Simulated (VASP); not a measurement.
Band structure of Ge (diamond). Calculation: revTPSS meta-GGA, VASP's PBE PAW potentials (set 64) (plane waves; VASP).

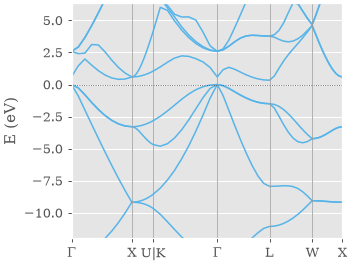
Bands along high-symmetry lines, zero at the valence-band maximum or, without a gap, the Fermi level

Read the plot: is there a gap, and where are the band edges?

The gap is indirect, 0.33 eV, from the valence maximum at Γ to the conduction minimum at L.

Measured: gap 0.79 eV (computed value off by -0.46 eV), as given by Anna Miglio et al., npj Computational Materials (2020), arXiv:2011.12765 [measured zero-point renormalisation of 52 meV added back].

The compound is Ge in the diamond structure. It was relaxed first.
